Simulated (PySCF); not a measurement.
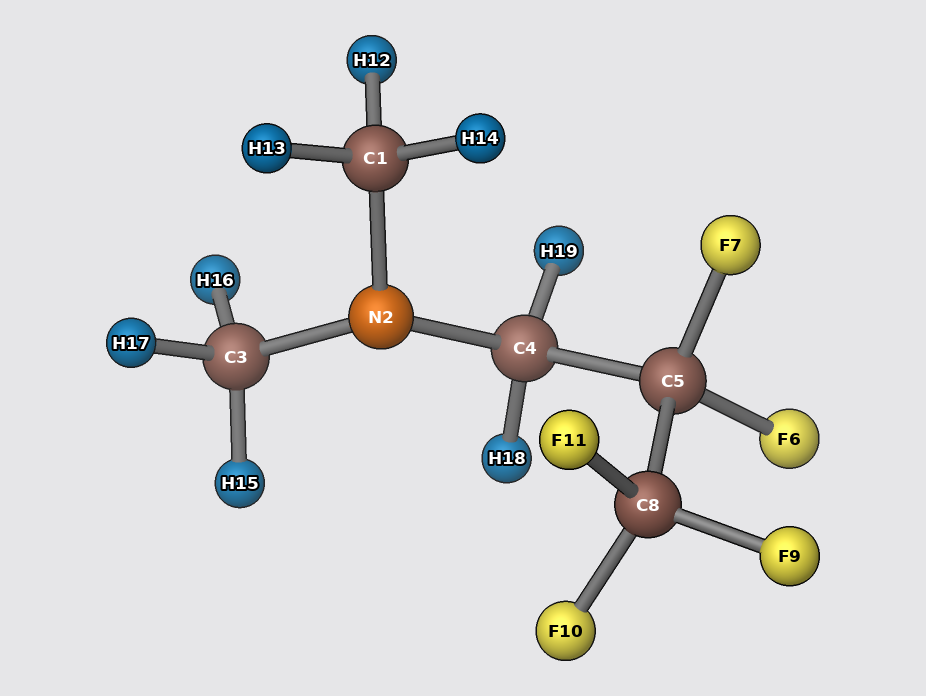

Computed geometry: PBE0-D3(BJ)/def2-SVP optimisation. No frequency run is at hand to confirm it as a minimum. Properties computed with B3LYP/pcJ-1 indirect spin-spin coupling, non-relativistic, gas phase (PySCF 2.14.0). Isotopes: 13C, 19F, 1H, 15N.

Give the spin–spin coupling constants of these pairs, with the number of bonds between them: C5/F6, C4/F7, F6/F7, F7/C8, F9/F10, C4/F10, F6/F11, F6/H19, F7/H18.

| pair | bonds apart | J (Hz) |
| --- | --- | --- |
| C5, F6 | 1 | −305.8 |
| C4, F7 | 2 | 22.0 |
| F6, F7 | 2 | 253.6 |
| F7, C8 | 2 | 37.2 |
| F9, F10 | 2 | 61.6 |
| C4, F10 | 3 | −1.7 |
| F6, F11 | 3 | 17.2 |
| F6, H19 | 3 | 0.7 |
| F7, H18 | 3 | 31.5 |

Density functionals are unreliable for couplings to fluorine, so those rows may be far off.
